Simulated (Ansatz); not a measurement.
System: C8H18O2Sn (Sn(OtBu)2).

Input

```
crystal:
  periodic: [false, false, false]
  atoms:
    - {symbol: Sn, position_ang: [-0.207249, -1.233891, -1.844425]}
    - {symbol: O, position_ang: [1.716525, -0.953273, -1.411510]}
    - {symbol: C, position_ang: [2.434232, -0.283849, -0.374020]}
    - {symbol: C, position_ang: [2.067628, 1.203291, -0.376268]}
    - {symbol: C, position_ang: [2.090133, -0.919152, 0.976408]}
    - {symbol: C, position_ang: [3.916839, -0.473929, -0.697766]}
    - {symbol: H, position_ang: [2.647746, 1.756858, 0.379895]}
    - {symbol: H, position_ang: [2.282329, 1.641145, -1.364593]}
    - {symbol: H, position_ang: [0.995701, 1.321980, -0.156391]}
    - {symbol: H, position_ang: [1.017874, -0.787670, 1.187810]}
    - {symbol: H, position_ang: [2.670733, -0.457843, 1.791873]}
    - {symbol: H, position_ang: [2.322482, -1.996217, 0.954097]}
    - {symbol: H, position_ang: [4.144851, -0.044601, -1.685675]}
    - {symbol: H, position_ang: [4.161912, -1.546926, -0.726976]}
    - {symbol: H, position_ang: [4.556017, 0.014145, 0.055506]}
    - {symbol: O, position_ang: [-0.926973, -0.226527, -0.235276]}
    - {symbol: C, position_ang: [-2.263753, 0.095644, 0.120068]}
    - {symbol: C, position_ang: [-3.227435, -1.029277, -0.275878]}
    - {symbol: C, position_ang: [-2.276524, 0.287009, 1.638881]}
    - {symbol: C, position_ang: [-2.653707, 1.400118, -0.584052]}
    - {symbol: H, position_ang: [-4.256176, -0.814335, 0.054925]}
    - {symbol: H, position_ang: [-3.253799, -1.162089, -1.371224]}
    - {symbol: H, position_ang: [-2.910919, -1.980332, 0.183267]}
    - {symbol: H, position_ang: [-1.971554, -0.645835, 2.138166]}
    - {symbol: H, position_ang: [-3.277762, 0.569693, 2.002065]}
    - {symbol: H, position_ang: [-1.562229, 1.075129, 1.922321]}
    - {symbol: H, position_ang: [-2.631778, 1.264157, -1.678433]}
    - {symbol: H, position_ang: [-1.939300, 2.196298, -0.323652]}
    - {symbol: H, position_ang: [-3.665840, 1.730281, -0.299129]}
basis:
  gaussian: {orbitals: def2-TZVP, fitting: {mean_field: def2-universal-jkfit}, initial_orbitals: start.molden}
hamiltonian: {xc: pbe0, dispersion: d4}
scf: {omitted_lower_state_checks: [starts]}
output: {orbitals: {seedname: orbitals}}
```

Run with:

```sh
ansatz run in.yaml --threads 2 --pin off --events-out ev --progress --plain --max-ram 20480MiB --backend cuda --devices 0, --max-vram 18GiB
```

Geometry: r2SCAN-D4/def2-SVP; core potentials replace the inner electrons of Sn.

Theory: RKS PBE0-D4/def2-TZVP (Ansatz 0.2.0).

**Predict the electron density and electron localisation function between the atoms.**

C–O (1.42 Å): ρ is about 2 e/Å³ halfway, with its minimum of 1.7 e/Å³ about 0.5 Å from C; the ELF peaks at about 0.85 between the atoms; a polar covalent bond.
C–C (1.53 Å): the density is about 1.7 e/Å³ at the midpoint; the ELF peaks at about 0.95 between the atoms: a covalent bond.
Sn–O (1.99 Å): ρ is about 0.75 e/Å³ halfway; the ELF peaks at about 0.80 in the valence shell of O, 0.6 Å from its nucleus, and drops to about 0.15 between the two atoms.
C–H (1.10 Å): the density is about 1.9 e/Å³ at the midpoint; the ELF climbs to about 1 towards the hydrogen, as it does in any bond to H (an ordinary covalent bond to hydrogen).

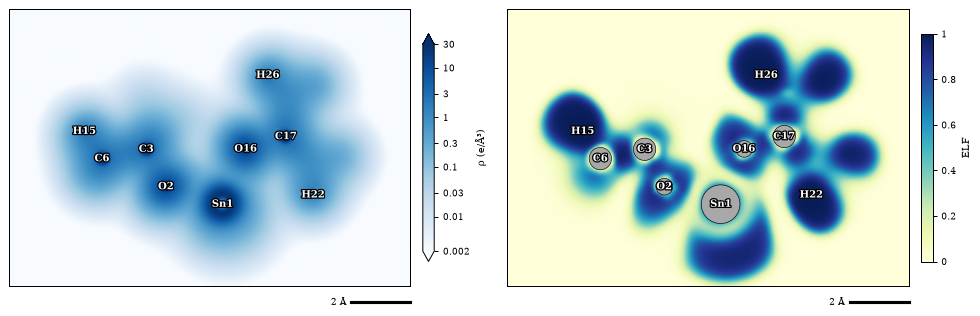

Computed electron density and electron localisation function on the plane of atoms Sn1, O2 and C3, in this order. Grey discs cover the atomic cores in the ELF map. 
